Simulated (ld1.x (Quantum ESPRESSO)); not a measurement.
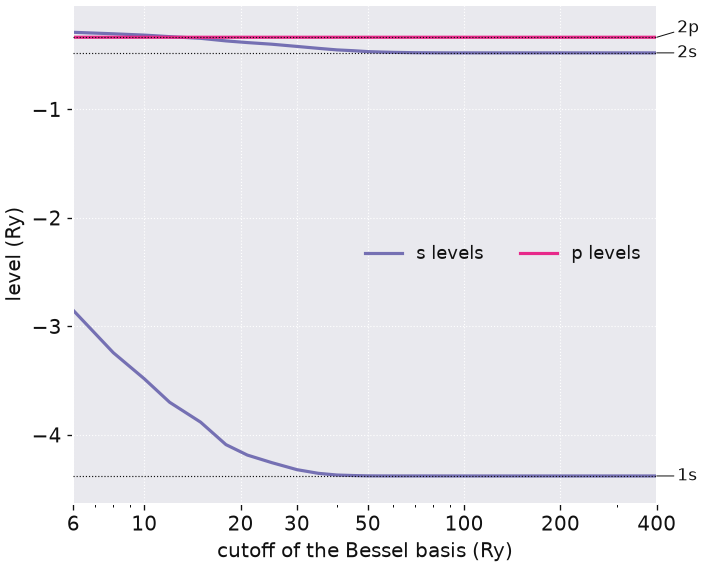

The pseudo-atom Hamiltonian at the reference potential is diagonalised in spherical Bessel functions (20 bohr box) up to the cutoff. Curves: the lowest levels of each channel that holds a bound state. Dotted lines: the all-electron valence levels.

```json
{
  "Element": "Li (Z = 3)",
  "Generator": "ld1.x (Quantum ESPRESSO) 7.5",
  "Type": "PAW",
  "Functional": "LDA (PZ)",
  "Relativity": "non-relativistic",
  "Frozen core": "none",
  "Valence charge": "3",
  "Reference configuration": "1s2 2s0 2p0 (charge +1)",
  "Partial waves": "1s (bound): rcutus 1.00 bohr; 2s (bound, empty): rcutus 1.00 bohr; 2p (bound, empty): rcutus 4.35 bohr; 2p channel at 1.35 Ry: rcutus 4.35 bohr",
  "Local potential": "all-electron potential smoothed inside 3.70 bohr (lloc = -1)",
  "Core correction": "none",
  "Augmentation charge": "PSQ, radius 1.05 bohr"
}
```

> Check the spectrum for spurious states.

No ghost state below the valence levels in the s, p, d, f channels. The curves of the valence states settle on the dotted lines.

> Read the all-electron valence levels.

1s: -4.4 Ry; 2s: -0.48 Ry; 2p: -0.34 Ry.

> Which level is furthest from its value at the highest cutoff when the cutoff is lowest, 6 Ry?

1s, by 1.53 Ry, against 0.19 Ry for 2s.
